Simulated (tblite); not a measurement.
## Geometry relaxation, with input and output: CH7Cl3P2Si3

The run: geometry relaxation of CH7Cl3P2Si3, SMILES ClC(Cl)(Cl)[Si@@H]1[SiH2]P[SiH2]P1. Method and program: GFN2-xTB geometry optimisation, gas phase (tblite 0.8.0).

It belongs to a series of runs on one base structure; here: SiH2 inserted into a Si-P bond.

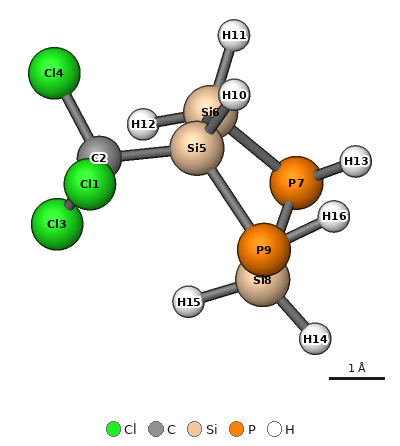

Fig. 1: The input geometry (ball-and-stick view, seen at a tilt; atoms are numbered from 1 in the order of the input).

Summary:

- outcome: converged
- total energy: −805.0577 eV
- hardware: 1 CPU thread, shared host
- wall time: 3.1 s
- peak memory: 0.18 GiB

The input:
```
{"job": {"kind": "relax", "xc": "GFN2-xTB", "basis": "xTB"}, "charge": 0, "multiplicity": 1}
Cl     3.513400     1.356100    -0.408700
C      2.301100     0.117800    -0.877500
Cl     1.557100     0.588100    -2.401800
Cl     3.166300    -1.427500    -1.096300
Si     1.064500    -0.047400     0.480400
Si    -0.485100    -1.674300    -0.076700
P     -2.488500    -0.819500     0.360100
Si    -1.900200     1.227700    -0.252100
P     -0.122300     1.810700     0.933400
H      1.678800    -0.395200     1.790700
H     -0.301200    -2.907700     0.731200
H     -0.436000    -1.993500    -1.519800
H     -2.346100    -0.639200     1.767500
H     -3.007400     2.155800     0.047800
H     -1.568700     1.243500    -1.692600
H     -0.633300     1.413500     2.202900
```

The first line tells a small driver script what to run in tblite; the rest is the geometry in Å.

Command:
```bash
OMP_NUM_THREADS=1 python <driver script> task.json out
```

Log:
```
step      E/eV     max force
  0    -804.63385    2.570
  1    -804.78503    1.073
  2    -804.85146    0.450
  3    -804.87841    0.522
  4    -804.90737    0.469
  5    -804.92721    0.364
  6    -804.94115    0.290
  7    -804.95163    0.250
  8    -804.96021    0.272
  9    -804.96908    0.250
 10    -804.97777    0.277
 11    -804.98565    0.202
 12    -804.99197    0.199
 13    -804.99605    0.151
 14    -804.99869    0.117
 15    -805.00104    0.117
 16    -805.00376    0.144
 17    -805.00679    0.152
 18    -805.00981    0.151
 19    -805.01280    0.142
 20    -805.01562    0.111
 21    -805.01794    0.115
 22    -805.01996    0.119
 23    -805.02231    0.125
 24    -805.02546    0.145
 25    -805.02934    0.156
 26    -805.03298    0.142
 27    -805.03535    0.093
 28    -805.03679    0.082
 29    -805.03820    0.103
 30    -805.03988    0.137
 31    -805.04163    0.133
 32    -805.04304    0.084
 33    -805.04389    0.065
 34    -805.04436    0.047
 35    -805.04475    0.045
 36    -805.04519    0.061
 37    -805.04580    0.082
 38    -805.04655    0.079
 39    -805.04722    0.049
 40    -805.04766    0.045
 41    -805.04795    0.045
 42    -805.04822    0.050
 43    -805.04858    0.057
 44    -805.04906    0.070
 45    -805.04952    0.060
 46    -805.04987    0.041
 47    -805.05012    0.039
 48    -805.05038    0.042
 49    -805.05075    0.055
 50    -805.05124    0.059
 51    -805.05171    0.045
 52    -805.05200    0.030
 53    -805.05217    0.030
 54    -805.05235    0.034
 55    -805.05266    0.048
 56    -805.05313    0.071
 57    -805.05370    0.075
 58    -805.05416    0.054
 59    -805.05443    0.035
 60    -805.05463    0.045
 61    -805.05486    0.044
 62    -805.05511    0.046
 63    -805.05533    0.037
 64    -805.05549    0.036
 65    -805.05564    0.032
 66    -805.05579    0.035
 67    -805.05595    0.029
 68    -805.05607    0.024
 69    -805.05613    0.017
 70    -805.05618    0.021
 71    -805.05623    0.023
 72    -805.05630    0.025
 73    -805.05640    0.025
 74    -805.05650    0.022
 75    -805.05655    0.015
 76    -805.05658    0.011
 77    -805.05660    0.010
 78    -805.05664    0.014
 79    -805.05669    0.021
 80    -805.05678    0.025
 81    -805.05687    0.028
 82    -805.05693    0.020
 83    -805.05697    0.013
 84    -805.05700    0.012
 85    -805.05703    0.015
 86    -805.05708    0.022
 87    -805.05715    0.029
 88    -805.05723    0.026
 89    -805.05728    0.017
 90    -805.05731    0.013
 91    -805.05734    0.013
 92    -805.05738    0.022
 93    -805.05744    0.025
 94    -805.05751    0.020
 95    -805.05756    0.019
 96    -805.05760    0.016
 97    -805.05763    0.014
 98    -805.05766    0.017
 99    -805.05769    0.019
100    -805.05771    0.013
101    -805.05773    0.009
```

Trajectory as extended XYZ (Å, eV, eV/Å), 7 of the 102 frames kept, from step=0 to step=101:
```
16
Properties=species:S:1:pos:R:3:forces:R:3 step=0 energy=-804.63385
Cl    3.5134    1.3561   -0.4087   -0.1210  -0.0990  -0.1220
C     2.3011    0.1178   -0.8775    1.5700   0.3550  -0.8140
Cl    1.5571    0.5881   -2.4018   -0.0450   0.0200  -0.0490
Cl    3.1663   -1.4275   -1.0963   -0.1190   0.1400  -0.0040
Si    1.0645   -0.0474    0.4804   -1.5070  -0.3140   2.0580
Si   -0.4851   -1.6743   -0.0767    0.2180  -0.8530  -0.1390
P    -2.4885   -0.8195    0.3601   -0.5150  -0.4690   0.5480
Si   -1.9002    1.2277   -0.2521   -0.5930   0.5150  -0.3490
P    -0.1223    1.8107    0.9334    0.5500   0.5450   0.5500
H     1.6788   -0.3952    1.7907    0.2720   0.1500  -0.4130
H    -0.3012   -2.9077    0.7312   -0.1200   0.2550  -0.2330
H    -0.4360   -1.9935   -1.5198   -0.1410  -0.0470   0.2290
H    -2.3461   -0.6392    1.7675    0.1010  -0.0480  -0.7320
H    -3.0074    2.1558    0.0478    0.1860  -0.1100  -0.0610
H    -1.5687    1.2435   -1.6926   -0.0750   0.0040   0.2690
H    -0.6333    1.4135    2.2029    0.3390  -0.0440  -0.7360
16
Properties=species:S:1:pos:R:3:forces:R:3 step=17 energy=-805.00679
Cl    3.5146    1.3928   -0.3940   -0.0530  -0.0140   0.0070
C     2.3189    0.1569   -0.8072    0.1000   0.0110  -0.0140
Cl    1.5068    0.6216   -2.3103   -0.0080  -0.0080  -0.0340
Cl    3.1545   -1.3898   -1.0468    0.0280   0.0160  -0.0730
Si    1.0202   -0.1035    0.6009   -0.1000   0.0270   0.0890
Si   -0.5076   -1.7675   -0.0754    0.0610  -0.0630  -0.0200
P    -2.5272   -0.8631    0.2921   -0.0510   0.1360  -0.0070
Si   -1.9395    1.2631   -0.2440    0.0020  -0.0190  -0.0180
P    -0.0388    1.8604    0.8576   -0.0370  -0.0350  -0.0330
H     1.8944   -0.3292    1.7589   -0.0100  -0.0210   0.0350
H    -0.4065   -3.0036    0.7033   -0.0190  -0.0050   0.0240
H    -0.4877   -2.0991   -1.5030    0.0450  -0.0040   0.0160
H    -2.3162   -0.6909    1.6536   -0.0310  -0.0140  -0.0320
H    -3.0246    2.1980    0.0867    0.1170  -0.0960   0.0110
H    -1.6387    1.2860   -1.6820   -0.0660   0.0340   0.0840
H    -0.5302    1.4769    2.0982    0.0230   0.0550  -0.0330
16
Properties=species:S:1:pos:R:3:forces:R:3 step=34 energy=-805.04436
Cl    3.4314    1.4192   -0.3316    0.0100   0.0040   0.0000
C     2.3122    0.1305   -0.7899    0.0380   0.0240  -0.0130
Cl    1.4346    0.6365   -2.2515   -0.0030  -0.0210   0.0310
Cl    3.2397   -1.3329   -1.1534   -0.0400   0.0000   0.0070
Si    1.0292   -0.1660    0.6404   -0.0050   0.0190  -0.0120
Si   -0.5001   -1.8237   -0.0414    0.0120  -0.0140  -0.0220
P    -2.5209   -0.8664    0.1790   -0.0260  -0.0100   0.0010
Si   -1.9188    1.2680   -0.2492   -0.0050  -0.0030  -0.0150
P     0.0429    1.8461    0.7255    0.0080  -0.0060   0.0240
H     1.8875   -0.3588    1.8158   -0.0010  -0.0100  -0.0040
H    -0.5072   -3.0459    0.7679    0.0180   0.0370   0.0100
H    -0.3651   -2.1794   -1.4557    0.0010  -0.0280   0.0040
H    -2.4158   -0.7343    1.5549   -0.0230  -0.0080  -0.0030
H    -2.9533    2.1671    0.2660    0.0130  -0.0160  -0.0190
H    -1.7640    1.3888   -1.6993   -0.0220   0.0320   0.0180
H    -0.4400    1.6601    2.0112    0.0240  -0.0010  -0.0080
16
Properties=species:S:1:pos:R:3:forces:R:3 step=50 energy=-805.05124
Cl    3.4557    1.4175   -0.3440    0.0020  -0.0150   0.0000
C     2.3232    0.1355   -0.7833    0.0040   0.0020  -0.0380
Cl    1.4116    0.6506   -2.2240    0.0330  -0.0210   0.0220
Cl    3.2299   -1.3352   -1.1677   -0.0240   0.0190  -0.0050
Si    1.0375   -0.1668    0.6394   -0.0370  -0.0200   0.0120
Si   -0.4891   -1.8303   -0.0420    0.0380  -0.0090   0.0000
P    -2.5177   -0.8745    0.1008   -0.0050  -0.0110  -0.0100
Si   -1.9223    1.2780   -0.2432    0.0120  -0.0100   0.0200
P     0.0613    1.8473    0.6997    0.0090   0.0300  -0.0500
H     1.8761   -0.3911    1.8247    0.0050   0.0200  -0.0220
H    -0.4857   -3.0009    0.8406   -0.0130   0.0180  -0.0060
H    -0.3354   -2.2708   -1.4304    0.0090   0.0020   0.0210
H    -2.4866   -0.7812    1.4825   -0.0120   0.0030   0.0040
H    -2.9511    2.1477    0.3256   -0.0130   0.0060   0.0180
H    -1.8243    1.4753   -1.6884    0.0180   0.0090  -0.0060
H    -0.3909    1.7079    1.9984   -0.0270  -0.0240   0.0400
16
Properties=species:S:1:pos:R:3:forces:R:3 step=67 energy=-805.05595
Cl    3.4926    1.3786   -0.3580   -0.0090  -0.0100  -0.0100
C     2.3215    0.1328   -0.8050    0.0230  -0.0080   0.0030
Cl    1.4363    0.6688   -2.2490   -0.0070  -0.0010   0.0020
Cl    3.1872   -1.3657   -1.1842   -0.0100   0.0150  -0.0040
Si    1.0401   -0.1464    0.6274    0.0000   0.0190   0.0210
Si   -0.4701   -1.8314   -0.0234   -0.0200  -0.0060  -0.0030
P    -2.5092   -0.8811    0.0178    0.0290  -0.0040   0.0020
Si   -1.9298    1.2904   -0.2294    0.0030  -0.0090   0.0080
P     0.0529    1.8626    0.7095    0.0130  -0.0090  -0.0120
H     1.9003   -0.3442    1.8010    0.0010  -0.0010  -0.0040
H    -0.4978   -2.9562    0.9155   -0.0020   0.0010   0.0030
H    -0.2714   -2.3449   -1.3797    0.0030   0.0120   0.0060
H    -2.5671   -0.8256    1.4014   -0.0040   0.0060  -0.0170
H    -2.9640    2.1128    0.3990   -0.0080   0.0080  -0.0080
H    -1.8347    1.5643   -1.6624   -0.0090  -0.0020  -0.0030
H    -0.3944    1.6942    2.0080   -0.0030  -0.0110   0.0170
16
Properties=species:S:1:pos:R:3:forces:R:3 step=84 energy=-805.05700
Cl    3.5053    1.3654   -0.3823   -0.0070   0.0040  -0.0040
C     2.3187    0.1281   -0.8084   -0.0040   0.0070  -0.0040
Cl    1.4091    0.6707   -2.2364   -0.0020   0.0050   0.0010
Cl    3.1687   -1.3725   -1.2084   -0.0050  -0.0060   0.0030
Si    1.0523   -0.1418    0.6411   -0.0040  -0.0010   0.0070
Si   -0.4601   -1.8276   -0.0065   -0.0010  -0.0040   0.0000
P    -2.4988   -0.8800   -0.0216    0.0040  -0.0060   0.0000
Si   -1.9266    1.2963   -0.2303    0.0080   0.0020   0.0080
P     0.0541    1.8616    0.7223    0.0010  -0.0080  -0.0010
H     1.9261   -0.3329    1.8055   -0.0050   0.0020  -0.0030
H    -0.5070   -2.9425    0.9426    0.0000  -0.0040   0.0110
H    -0.2330   -2.3532   -1.3526    0.0010  -0.0010  -0.0100
H    -2.6076   -0.8368    1.3584    0.0020   0.0030  -0.0040
H    -2.9667    2.1053    0.4071    0.0030   0.0020  -0.0020
H    -1.8433    1.5913   -1.6598    0.0100   0.0010   0.0000
H    -0.3988    1.6776    2.0180   -0.0010   0.0030   0.0000
16
Properties=species:S:1:pos:R:3:forces:R:3 step=101 energy=-805.05773
Cl    3.4902    1.3682   -0.4074    0.0020   0.0010   0.0010
C     2.2968    0.1313   -0.8124    0.0020  -0.0020   0.0010
Cl    1.3645    0.6760   -2.2246   -0.0020   0.0000  -0.0050
Cl    3.1368   -1.3720   -1.2266    0.0030   0.0080  -0.0010
Si    1.0548   -0.1431    0.6576    0.0030  -0.0060  -0.0010
Si   -0.4515   -1.8330    0.0048   -0.0010   0.0030   0.0010
P    -2.4866   -0.8795   -0.0488   -0.0020   0.0000   0.0040
Si   -1.9083    1.2979   -0.2350   -0.0010   0.0070   0.0040
P     0.0587    1.8592    0.7454   -0.0020  -0.0010   0.0010
H     1.9436   -0.3281    1.8109    0.0010  -0.0020  -0.0030
H    -0.5099   -2.9403    0.9625   -0.0030  -0.0020   0.0050
H    -0.2080   -2.3649   -1.3360    0.0030  -0.0060  -0.0050
H    -2.6235   -0.8413    1.3287   -0.0020   0.0020  -0.0010
H    -2.9547    2.1047    0.3949   -0.0020   0.0000  -0.0040
H    -1.8029    1.6041   -1.6606    0.0020   0.0000   0.0000
H    -0.4076    1.6695    2.0352   -0.0020   0.0000   0.0010
```

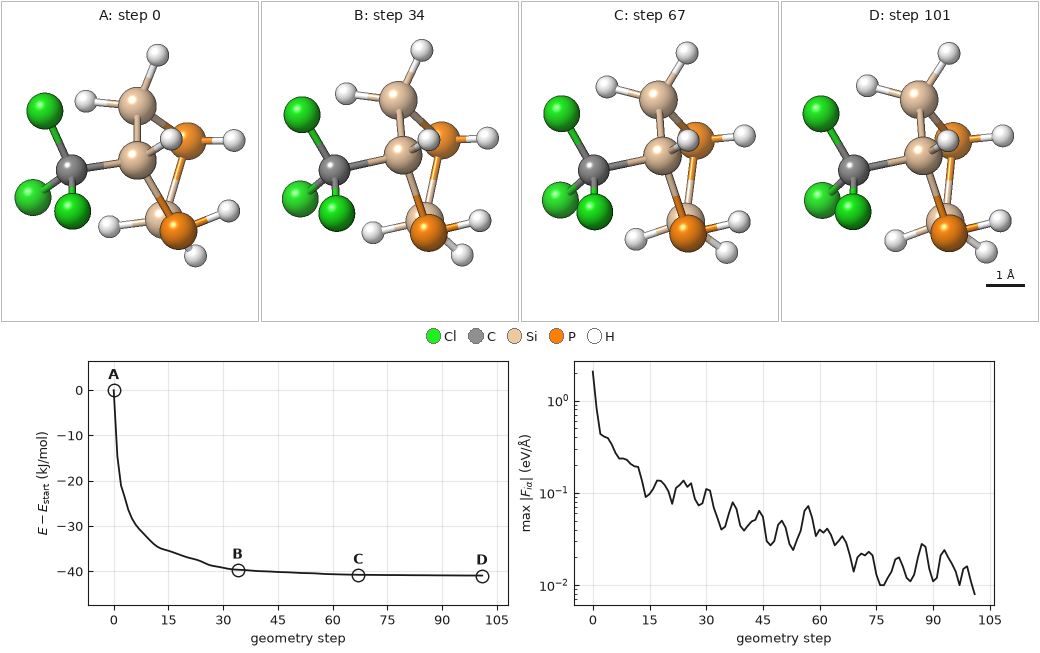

Fig. 2: Frames of the relaxation (ball-and-stick view, seen at a tilt) above the curves, on which the letters mark them (steps are counted from 0).

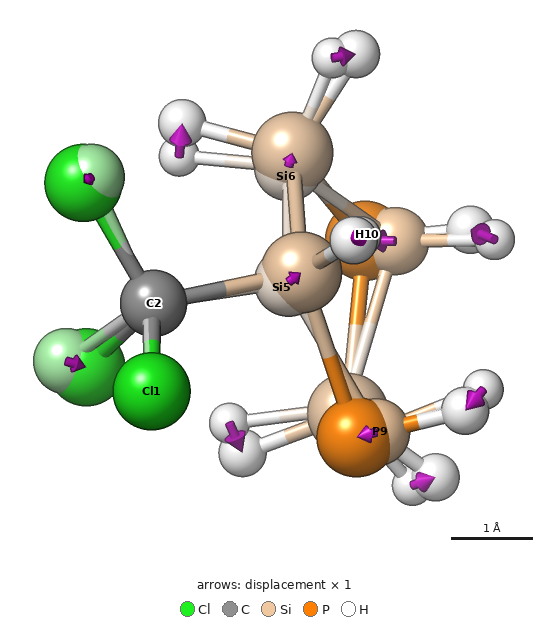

Fig. 3: Start (faint) and end (solid) with the displacements as pink arrows, at true length (ball-and-stick view, seen at a tilt). The two geometries are laid on each other by the best rigid fit. The largest move after the best rigid fit is that of H13, 0.56 Å. By element the largest moves are H 0.56 Å, P 0.41 Å, Cl 0.28 Å, Si 0.20 Å, C 0.07 Å. Distances before and after: C2–Si5 1.844 → 1.944 Å, Si8–P9 2.215 → 2.268 Å, P7–Si8 2.216 → 2.261 Å, P7–H13 1.426 → 1.385 Å. Among the angles that change: C2–Si5–P9 115.3° → 100.8°, Si6–Si5–H10 108.9° → 121.0°, C2–Si5–H10 113.1° → 103.0°. The energy falls by 40.9 kJ/mol in 101 geometry steps. Largest force component: 2.1 eV/Å at the start, 0.008 eV/Å at the end. (Atoms are counted from 1 in the order of the input.)
